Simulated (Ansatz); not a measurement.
# TaRu (Pm-3m): phonons along a line and the smearing, part 2 of 2

Aim: see how the phonons of TaRu (Pm-3m) along the first symmetry line respond to the electronic smearing. The first relaxation steps of the session are not shown, so no cell shown is the starting entry, unless a step says so.

Ansatz 0.2.0; DFT PBEsol, scalar-relativistic, plane waves, PAW; PAW set soft_1.

So far. Step 4 (Wavevectors along a line: Fermi–Dirac smearing of 0.25 …): Against step 3 (now smearing width 0.25 eV), the free energy moves by -98.3 meV an atom. Step 5 (Phonons along a line: Fermi–Dirac smearing of 0.04 eV): Against step 3 (now smearing width 0.04 eV), the free energy moves by +20.2 meV an atom. The relaxed cell has a = 3.140 Å (conventional setting).

### Step 6. Wavevectors along a line: Methfessel–Paxton smearing of 0.2 eV

Each wavevector is solved by itself, so no interpolation smooths a dip of the branch.

File input.yaml:

```yaml
crystal:
  lattice:
    - [3.140007881, 0.0, 0.0]
    - [0.0, 3.140007881, 0.0]
    - [0.0, 0.0, 3.140007881]
  atoms:
    - { symbol: Ta, position: [0.5, 0.5, 0.5] }
    - { symbol: Ru, position: [0.0, 0.0, 0.0] }
kpoints:
  mp_grid: { grid: [16, 16, 16] }
hamiltonian:
  xc: pbesol
  pseudopotentials: { kind: paw, azcp: { folder: soft_1 }, xc_functional: pbe }
scf:
  occupations: { method: methfessel_paxton, width: 0.2 }
output:
  eigenvalues: true
phonons:
  method: dfpt
  qpoints:
    - [0, 0, 0]
    - [0.0, 0.0625, 0.0]
    - [0.0, 0.1875, 0.0]
    - [0.0, 0.3125, 0.0]
    - [0.0, 0.4375, 0.0]
```

On the command line:

```bash
$ ansatz run input.yaml --threads 4 --pin off --max-ram 12288MiB --backend cpu --events-out ev --progress --plain --runs-dir out
```

Numbers of over 12 decimals in the logs are rounded to 6 here.

The program printed:

```text
[...]
Crystal: 2 atoms, lattice volume = 30.959 Å³
Basis set: ecut = 420 eV, 619 PW (Γ), exchange–correlation on 48×48×48 points (8 copies of the dense FFT grid, shifted against one another)
Bands: 19, of which v1, the nominal top of the filled ones, is band 15 counted from 1 (14 counted from 0)
Symmetry: 48 space group operations
k-points: 165 of 4096
[...]
SCF iter   1: F=—  HF=-15628.690502 eV  |F-HF|=—  |Δ(HF+E_count)|=         —  Δρ=2.46e-1  dr2=3.05e1  ethr=3.10e-3  ⟨swp⟩=4.8  Hψ=12170  notcnv=0
[...]
SCF iter  10: F=-15624.473689 eV  HF=-15624.473689 eV  |F-HF|=0.00e0  |Δ(HF+E_count)|=  3.64e-12  S|Δr|=    0.00e0  Δρ=6.02e-8  dr2=1.07e-12  ethr=1.00e-12  ⟨swp⟩=5.0  Hψ=12055  notcnv=0
SCF 1 converged in 10 iterations: F = -15624.473689 eV  dr2 = 1.07e-12
[...]
SCF converged after 10 iterations
Stability not checked: this state was not tested for a lower state beside it, because cold or Methfessel-Paxton smearing, or corrected tetrahedra, fill the levels in a way that the test cannot read (fill_not_monotonic; see scf.lower_state_search)
Free energy (F): -15624.473689 eV
[...]
Internal energy: -15624.469689 eV  (E = F + TS)
E sigma→0 (E₀):  -15624.472689 eV
Entropy (-TS):   -0.004000 eV (-2.000 meV/atom)
Fermi energy:    21.899523 eV
[...]
--- Band table (eV; the first three rows and the last of 165) ---
  k-point 0: bands = [... 11 lower, 19.4041, 19.4041, 19.4041, 22.9105, 22.9105, 26.1329, 26.1329, 26.1329]
  k-point 1: bands = [... 11 lower, 19.3957, 19.3957, 19.4340, 22.8015, 22.9490, 25.7979, 25.7979, 26.0675]
  k-point 2: bands = [... 11 lower, 19.3744, 19.3744, 19.5217, 22.4902, 23.0564, 25.0633, 25.0633, 25.8799]
  k-point 164: bands = [... 11 lower, 18.7931, 18.7931, 18.7931, 21.5975, 21.5975, 26.3444, 26.3444, 29.0756]
[...]
ASR residual: 5.988e-5 → 0.000e0 eV/Å²; symmetrization residual: 1.450e-6 eV/Å²
  ASR residual per site (eV/Å²): 1.22e-5 5.99e-5
  Γ frequencies (cm⁻¹): 0.00 0.00 0.00 143.08 143.08 143.08
[...]
--- Phonons (arbitrary-q DFPT): 5 explicit q-points ---
[...]
```

Wall time 2.9 min (4 threads of Intel Xeon Platinum 8375C at 2.90GHz (Ice Lake), shared host); peak memory 2.1 GiB.

Each wavevector solved by linear response. The frequency by |q| along the line:

```
|q| along the line (Å⁻¹)  mode 1 = mode 2 (cm⁻¹)  mode 3 (cm⁻¹)  mode 4 (cm⁻¹)  mode 5 (cm⁻¹)  mode 6 (cm⁻¹)
                   0.000                       0              0            143            143            143
                   0.125                    16.1           18.3            138            143            143
                   0.375                    46.0           64.1            119            141            141
                   0.625                    62.4           92.0            113            123            123
                   0.875                   -25.1            103            103            106            122
```

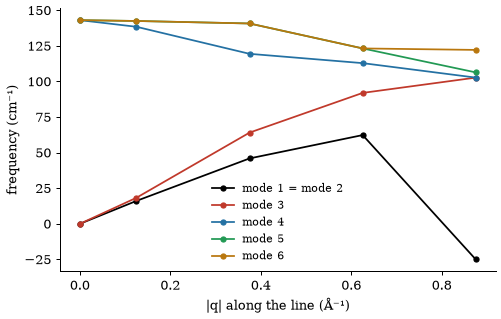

Frequency, plotted against |q| along the line.

Against step 3 (now occupations Methfessel-Paxton and smearing width 0.2 eV), the free energy moves by +23.8 meV an atom.

### Step 7. The lowest branch at each setting

Table of lowest frequency by |q| along the line:

```
|q| along the line (Å⁻¹)  fermi dirac 0.1 eV, k 16x16x16 (cm⁻¹)  fermi dirac 0.25 eV, k 16x16x16 (cm⁻¹)  fermi dirac 0.04 eV, k 16x16x16 (cm⁻¹)  methfessel paxton 0.2 eV, k 16x16x16 (cm⁻¹)
                   0.000                                      0                                       0                                       0                                            0
                   0.125                                   16.0                                    16.3                                    16.1                                         16.1
                   0.375                                   46.2                                    48.1                                    45.9                                         46.0
                   0.625                                   67.9                                    76.2                                    63.5                                         62.4
                   0.875                                   67.7                                    99.2                                   -25.6                                        -25.1
```

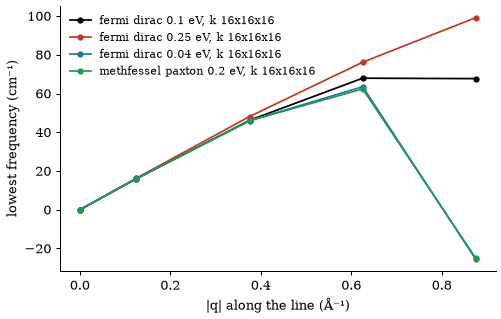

Lowest frequency, plotted against |q| along the line.

### Step 8. Results

```json
{
  "phonon run of the rows without a label of their own": "PBEsol, k 16×16×16",
  "lowest branch at the last solved point, Fermi–Dirac 0.1 eV": "67.7 cm⁻¹ at |q| = 0.875 Å⁻¹",
  "lowest branch at the last solved point, Fermi–Dirac 0.25 eV": "99.2 cm⁻¹ at |q| = 0.875 Å⁻¹",
  "lowest branch at the last solved point, Fermi–Dirac 0.04 eV": "-25.6 cm⁻¹ at |q| = 0.875 Å⁻¹",
  "lowest branch at the last solved point, Methfessel–Paxton 0.2 eV": "-25.1 cm⁻¹ at |q| = 0.875 Å⁻¹"
}
```

What this shows: A branch softens as the smearing narrows, the mark of a Kohn anomaly. The line holds 5 wavevectors, so a narrow dip between them would be missed. Between Fermi–Dirac 0.25 eV and Fermi–Dirac 0.04 eV the largest change, with modes counted by rank of frequency, is in mode 1 at |q| = 0.875 Å⁻¹, from 99.2 to -25.6 cm⁻¹, a softening that marks strong screening by the Fermi surface at that wavevector. Where branches cross, a count by rank can hide a softening. The wide smearing hides an instability that the narrow one shows, as in charge-density-wave metals above and below their transition. At the narrowest width the k mesh may not resolve the Fermi surface, so part of the change can be mesh noise. Spin–orbit coupling, left out here, matters for Ta. The PAW files were made for PBE; under other functionals the run regenerates their frozen core.

[Logs are printed without paths, hosts, clocks, repeated set-up lines and the standing remarks that a program may print on its own settings, such as how far it seeks lower states.]

[Hosts, paths, dates, database ids (printed as entryN), source tags and the programs' standing remarks are cut or masked in the printed files.]
